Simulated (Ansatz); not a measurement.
```xyz
9

Si   -1.2480   -0.1203    0.4717
F    -1.4085    1.3812    1.0610
O    -0.1383   -0.1456   -0.7368
C     1.2480    0.0575   -0.5926
H     1.4796    1.1209   -0.4175
H    -0.8083   -0.9674    1.6112
H    -2.5352   -0.5349   -0.1199
H     1.6643   -0.5333    0.2424
H     1.7466   -0.2580   -1.5196
```

All numbers below come from Ansatz, RKS r2SCANh-D4/def2-SVP.

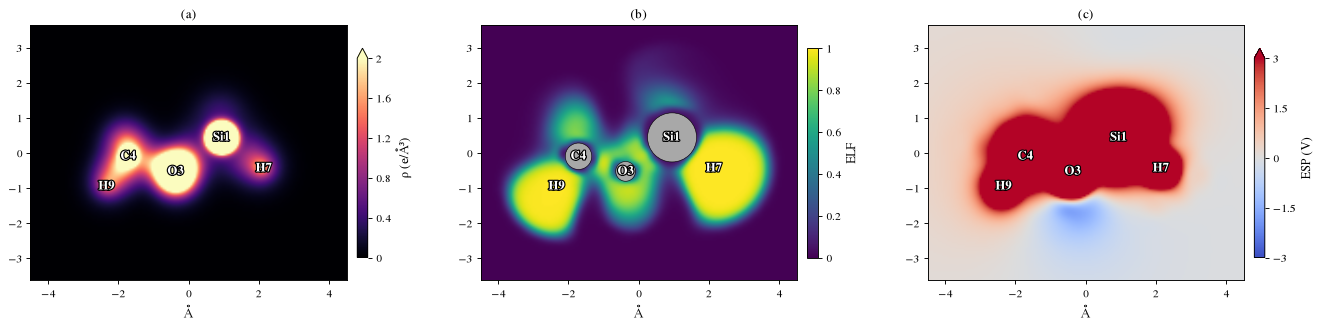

CH5FOSi. (a) total electron density; (b) ELF; (c) molecular electrostatic potential on the plane of atoms Si1, O3 and C4. Grey discs cover the atomic cores in the ELF map.

### What does the map show?

The plane passes through Si, O, C and H nuclei.
C–O (1.41 Å): ρ at the midpoint is about 2 e/Å³, with its minimum of 1.7 e/Å³ about 0.5 Å from C; the ELF peaks at about 0.95 between the atoms: a shared but strongly polarised pair.
Si–O (1.64 Å): ρ at the midpoint is about 1.1 e/Å³; the ELF peaks at about 0.90 between the atoms; a shared but strongly polarised pair.
C–H (1.10 Å): ρ is about 2 e/Å³ halfway; the ELF climbs to about 1 towards the hydrogen, as it does in any bond to H; a covalent bond by its length.
Si–H (1.48 Å): ρ at the midpoint is about 0.81 e/Å³; the ELF climbs to about 1 towards the hydrogen.
The ELF also peaks beside O3, away from the bonds: lone-pair regions.
Outside the dense part of the molecule the potential is most negative (−1.8 V) near O3.
